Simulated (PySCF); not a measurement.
# BCl2 (SMILES Cl[B]Cl): levels of theory compared

Aim: a comparison of 6 runs (UHF/STO-3G, UHF/3-21G, U-wB97X/def2-TZVP, UB2PLYP/def2-TZVP, UM06-2X/def2-TZVP, UM06-L/def2-TZVP) of BCl2. 

The results are computed with PySCF 2.14.0.

2 further runs of the same task are left out: 2 set aside as unsound or not needed. Runs told in other sessions of the task aren't counted.

## Step 1: Starting point

BCl2: 3 atoms, total charge 0, spin state doublet. SMILES: `Cl[B]Cl`. The coordinates come from a PBE0-D4/def2-TZVP relaxation.

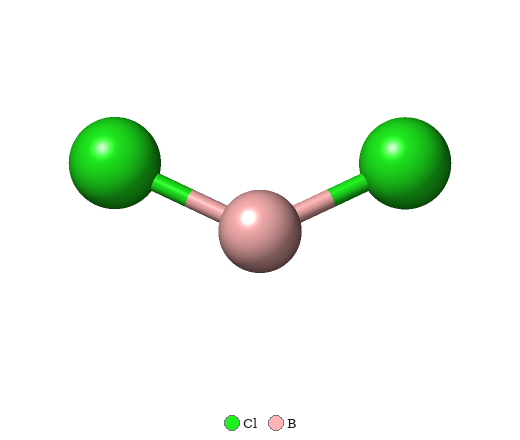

The structure, seen from a chosen angle (chlorine green, boron pink).

## Step 2: The energy at UHF/STO-3G (run 1)

Input file run.py:

```python
from pyscf import gto, scf

mol = gto.Mole()
mol.atom = '''
Cl     0.702033    -2.882966     0.056692
B     -0.876644    -0.095053    -0.485471
Cl     0.154013     2.855565     0.403834
'''
mol.basis = 'sto-3g'
mol.spin = 1
mol.max_memory = 1860
mol.verbose = 3
mol.unit = 'bohr'
mol.build()

mf = scf.UHF(mol)
mf.conv_tol = 1e-10
mf.kernel()
if not mf.converged:
    mf = mf.newton().run(mf.mo_coeff, mf.mo_occ)

etot = mf.e_tot
print(f'total energy: {etot:.8f} hartree')
```

Run with:

```sh
$ OMP_NUM_THREADS=1 python run.py
```

The program printed:

```text
converged SCF energy = -933.53131227547  <S^2> = 0.75368123  2S+1 = 2.0036778
total energy: -933.53131228 hartree
```

It took 0.64 s on 1 thread of Arm Neoverse V1, shared host; peak memory 0.097 GiB.

## Step 3: A single-point energy at UHF/3-21G (run 2)

Input file input.xyz:

```xyz
3
BCl2
Cl     0.371500    -1.525600     0.030000
B     -0.463900    -0.050300    -0.256900
Cl     0.081500     1.511100     0.213700
```

Input file job.py:

```python
from pyscf import gto, scf

mol = gto.M(
    atom='input.xyz',
    basis='3-21g',
    spin=1,
    max_memory=1860,
    verbose=3,
)

mf = scf.UHF(mol)
mf.conv_tol = 1e-10
mf.kernel()
if not mf.converged:
    mf = mf.newton().run(mf.mo_coeff, mf.mo_occ)

energy = mf.e_tot
print('Final energy', energy)
```

Run with:

```sh
$ OMP_NUM_THREADS=1 python job.py
```

The program printed:

```text
converged SCF energy = -939.134721842906  <S^2> = 0.75443264  2S+1 = 2.0044277
Final energy -939.1347218429056
```

It took 0.68 s on 1 thread of Arm Neoverse V1, shared host; peak memory 0.098 GiB.

Runs 3 to 4 aren't shown in full; the table further down has their settings and results.

## Step 4: The energy at UM06-2X/def2-TZVP (run 5)

Input file mol.xyz:

```xyz
3
BCl2
Cl     0.371500    -1.525600     0.030000
B     -0.463900    -0.050300    -0.256900
Cl     0.081500     1.511100     0.213700
```

Input file input.py:

```python
from pyscf import gto, dft

mol = gto.M(
    atom='mol.xyz',
    spin=1,
    max_memory=1860,
    charge=0,
    verbose=4,
    basis='def2-tzvp',
)

calc0 = dft.UKS(mol, xc='m06-2x')
calc0.conv_tol = 1e-10
calc0.grids.level = 5
calc0.kernel()
if not calc0.converged:
    calc0 = calc0.newton().run(calc0.mo_coeff, calc0.mo_occ)

etot = calc0.e_tot
print('E(%s) = %.9f' % ('M06-2X', etot))
```

Run with:

```sh
$ OMP_NUM_THREADS=1 python input.py
```

The program printed:

```text
PySCF version 2.14.0

[INPUT] num. atoms = 3
[INPUT] num. electrons = 39
[INPUT] charge = 0
[INPUT] spin (= nelec alpha-beta = 2S) = 1
[INPUT] symmetry False subgroup None
[INPUT] Mole.unit = angstrom
[INPUT] Symbol           X                Y                Z      unit          X                Y                Z       unit  Magmom
[INPUT]  1 Cl     0.371500000000  -1.525600000000   0.030000000000 AA    0.702033255276  -2.882966175636   0.056691783737 Bohr   0.0
[INPUT]  2 B     -0.463900000000  -0.050300000000  -0.256900000000 AA   -0.876643949186  -0.095053224066  -0.485470641401 Bohr   0.0
[INPUT]  3 Cl     0.081500000000   1.511100000000   0.213700000000 AA    0.154012679152   2.855565146830   0.403834472820 Bohr   0.0

nuclear repulsion = 102.359078510122
number of shells = 37
number of NR pGTOs = 172
number of NR cGTOs = 105
basis = def2-tzvp
ecp = {}

[... 35 lines left out ...]
WARN: HOMO -0.149496471075611 >= LUMO -0.149496471075626
[... 46 lines left out ...]
converged SCF energy = -945.248144370141  <S^2> = 0.7549398  2S+1 = 2.0049337
E(M06-2X) = -945.248144370
```

Run time: 51 s. Hardware: 1 thread of Arm Neoverse V1, shared host; peak memory 0.58 GiB.

## Step 5: The energy at UM06-L/def2-TZVP (run 6)

Input file job.py:

```python
from pyscf import gto, dft

molecule = gto.M(
    atom=[
    ('Cl', (0.371500, -1.525600, 0.030000)),
    ('B', (-0.463900, -0.050300, -0.256900)),
    ('Cl', (0.081500, 1.511100, 0.213700)),
],
    spin=1,
    max_memory=1860,
    verbose=3,
    basis='def2-tzvp',
)

ks = dft.UKS(molecule)
ks.xc = 'm06-l'
ks.grids.level = 5
ks.conv_tol = 1e-10
ks.kernel()
if not ks.converged:
    ks = ks.newton().run(ks.mo_coeff, ks.mo_occ)

e_final = ks.e_tot
print(f'total energy: {e_final:.8f} hartree')
```

Run with:

```sh
$ OMP_NUM_THREADS=1 python job.py
```

The program printed:

```text
WARN: HOMO -0.170909306211417 >= LUMO -0.170909306211424

converged SCF energy = -945.272699621273  <S^2> = 0.75526332  2S+1 = 2.0052564
total energy: -945.27269962 hartree
```

Wall time 53 s (1 thread of Arm Neoverse V1, shared host); peak memory 0.58 GiB.

## Step 6: Overview of the runs

```
run              level  integration grid  frozen core orbitals  energy (Eh)  dipole moment (D)  HOMO energy (eV)  LUMO energy (eV)  wall time
  1         UHF/STO-3G                 –                     –  -933.531312               1.09             -8.70              4.73     0.64 s
  2          UHF/3-21G                 –                     –  -939.134722               0.54            -10.32              1.23     0.68 s
  3  U-wB97X/def2-TZVP                 5                     –  -945.273207               0.27             -8.69             -0.53       35 s
  4  UB2PLYP/def2-TZVP                 5                    11  -945.000700               0.16             -7.63             -0.76       24 s
  5  UM06-2X/def2-TZVP                 5                     –  -945.248144               0.17             -7.46             -1.83       51 s
  6   UM06-L/def2-TZVP                 5                     –  -945.272700               0.25             -5.25             -2.64       53 s
```

## Step 7: Outcome

| quantity | value |
| --- | --- |
| run 6: total energy | -945.27270 Eh |
| run 6: dipole moment | 0.25 D |
| run 6: HOMO energy (highest over α and β) | -5.25 eV |
| run 6: LUMO energy (lowest over α and β) | -2.64 eV |
| run 6: ⟨S²⟩ | 0.755 |

What this shows: The dipole moment (its size) runs from 0.16 D (UB2PLYP/def2-TZVP) to 1.09 D (UHF/STO-3G). The two ends differ in method and basis. The two dipoles point in opposite directions. A double hybrid's value is that of its SCF part. Totals of different functionals can't be ranked against each other. In run 1 the basis is minimal, so the values are rough. All runs together took 2.7 min, the longest 53 s.
